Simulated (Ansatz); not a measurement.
# CH9NSi: the cost of one run

Computed with Ansatz 0.2.0, Gaussian basis. Level: PBE0-D4/def2-SVP.

23 further runs of the same task are left out: 1 that didn't finish, 22 set aside as unsound or not needed.

**1. Starting geometry**

The first end: 12 atoms, charge 0, spin multiplicity 1.

Atoms are counted from 1 here; the program's logs count them from 0.

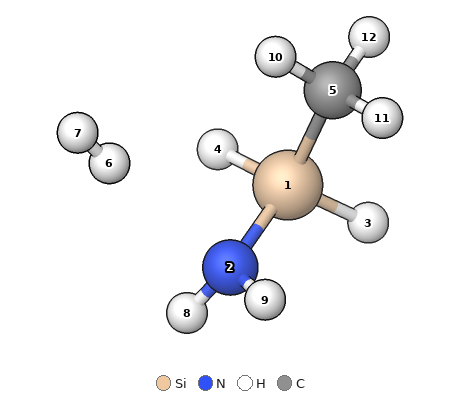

As it starts; silicon light orange, nitrogen blue, hydrogen white, carbon grey; atoms are numbered from 1 in the order of the file.

Coordinates:

```xyz
12
CH9NSi
Si   -0.77854   -0.69206   -0.31316
N     0.23013   -0.97069    1.06055
H    -1.14118   -1.92628   -1.07770
H    -2.04542   -0.11700    0.21487
C     0.07994    0.48097   -1.47927
H     0.86378    1.53214    1.88014
H     1.03736    2.23453    2.07399
H    -0.18145   -1.36436    1.89221
H     1.15750   -1.34243    0.92404
H     0.29551    1.43159   -0.98708
H     1.02455    0.05777   -1.83213
H    -0.54217    0.67593   -2.35646
```

The second end:

```
Si   -1.24405    0.61176   -0.24821
N     1.14244   -1.15048    1.39577
H    -1.68510   -0.78520    0.01626
H    -2.42618    1.35304   -0.77585
C     0.16612    0.67072   -1.46930
H     1.10364   -0.50686    2.17667
H    -0.87554    1.24107    1.04947
H     0.42219   -1.84577    1.54899
H     2.03451   -1.62739    1.44365
H     0.47110    1.70147   -1.66358
H     1.01254    0.12134   -1.05381
H    -0.12166    0.21639   -2.42006
```

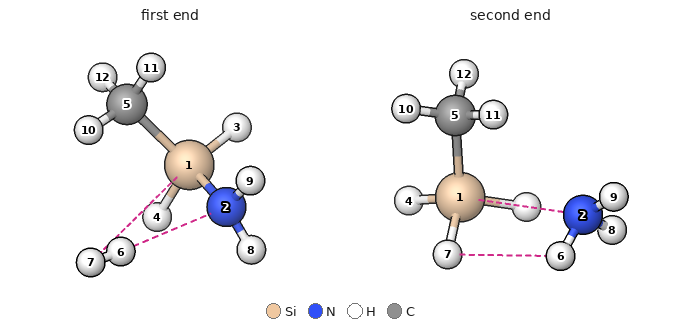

The two ends; dashed lines mark the contacts followed along the path.

**2. The band at PBE0-D4/def2-SVP**

File neb/in.yaml:

```yaml
crystal:
  periodic: [false, false, false]
  atoms:
    - {symbol: Si, position_ang: [-0.778537, -0.692064, -0.313158]}
    - {symbol: N, position_ang: [0.230126, -0.970689, 1.060555]}
    - {symbol: H, position_ang: [-1.141184, -1.926278, -1.077700]}
    - {symbol: H, position_ang: [-2.045416, -0.117005, 0.214865]}
    - {symbol: C, position_ang: [0.079941, 0.480974, -1.479266]}
    - {symbol: H, position_ang: [0.863778, 1.532142, 1.880143]}
    - {symbol: H, position_ang: [1.037356, 2.234526, 2.073986]}
    - {symbol: H, position_ang: [-0.181452, -1.364363, 1.892206]}
    - {symbol: H, position_ang: [1.157501, -1.342429, 0.924042]}
    - {symbol: H, position_ang: [0.295507, 1.431585, -0.987076]}
    - {symbol: H, position_ang: [1.024546, 0.057768, -1.832134]}
    - {symbol: H, position_ang: [-0.542165, 0.675933, -2.356462]}
basis:
  gaussian: {orbitals: def2-SVP}
hamiltonian: {xc: pbe0, dispersion: d4}
neb:
  images: 5
  climbing: true
  max_iterations: 40
  initial_path: idpp
  final_atoms:
    - {symbol: Si, position_ang: [-1.244053, 0.611764, -0.248205]}
    - {symbol: N, position_ang: [1.142439, -1.150478, 1.395768]}
    - {symbol: H, position_ang: [-1.685102, -0.785198, 0.016257]}
    - {symbol: H, position_ang: [-2.426182, 1.353041, -0.775855]}
    - {symbol: C, position_ang: [0.166115, 0.670719, -1.469298]}
    - {symbol: H, position_ang: [1.103645, -0.506859, 2.176667]}
    - {symbol: H, position_ang: [-0.875538, 1.241072, 1.049468]}
    - {symbol: H, position_ang: [0.422188, -1.845775, 1.548991]}
    - {symbol: H, position_ang: [2.034511, -1.627386, 1.443650]}
    - {symbol: H, position_ang: [0.471102, 1.701471, -1.663577]}
    - {symbol: H, position_ang: [1.012537, 0.121336, -1.053813]}
    - {symbol: H, position_ang: [-0.121660, 0.216390, -2.420055]}
```

Started as:

```sh
$ ansatz run in.yaml --threads 4 --pin off --events-out ev --progress --plain --max-ram 9574MiB
```

**Question.** How long does this run take on 4 threads of Arm Neoverse V2, shared host?

About 2 min.
